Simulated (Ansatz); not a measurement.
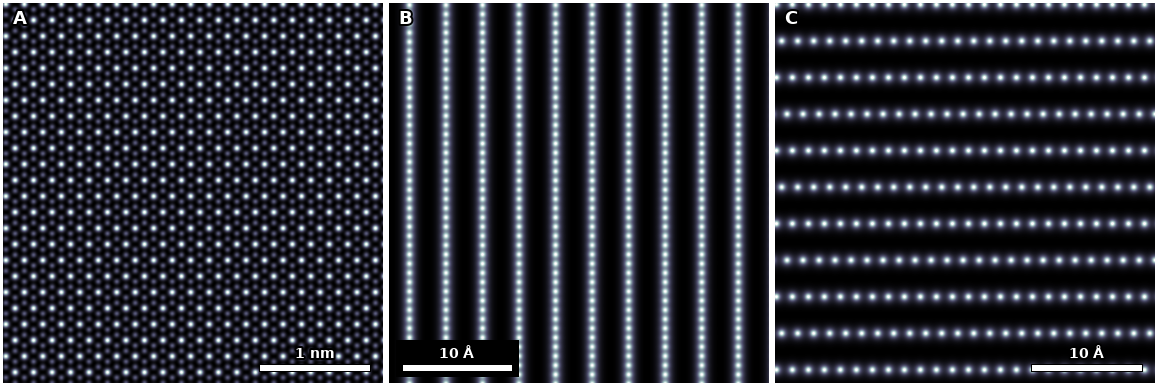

Three views of C (P6_3/mmc, No. 194) along different zone axes. Computed as the sum of neutral-atom potentials (tabulated electron scattering factors, B = 0.5 Å²) projected along the beam and smoothed by 0.25 Å; brighter is more positive. Structure used: the input geometry of an electronic-structure calculation (not necessarily at equilibrium); the starting structure was generated, so it need not be a known form of this composition.

```cif
data_structure
_symmetry_space_group_name_H-M 'P6_3/mmc'
_symmetry_Int_Tables_number 194
_cell_length_a 1.7091
_cell_length_b 1.7091
_cell_length_c 13.5156
_cell_angle_alpha 90.000
_cell_angle_beta 90.000
_cell_angle_gamma 120.000
_cell_volume 34.19
loop_
_atom_site_label
_atom_site_type_symbol
_atom_site_symmetry_multiplicity
_atom_site_Wyckoff_symbol
_atom_site_fract_x
_atom_site_fract_y
_atom_site_fract_z
_atom_site_occupancy
C1 C 2 a 0.00000 0.00000 0.00000 1
C2 C 2 c 0.33333 0.66667 0.25000 1
```

Q: Match the panels to the zone axes [001], [100] and [210].

A is [001]: projected cell 1.71 × 1.71 Å, 120°, plane group p6mm. B is [210]: projected cell 0.85 × 3.38 Å, 90°, plane group p2mm. C is [100]: projected cell 1.48 × 13.52 Å, 90°, plane group p2mg.
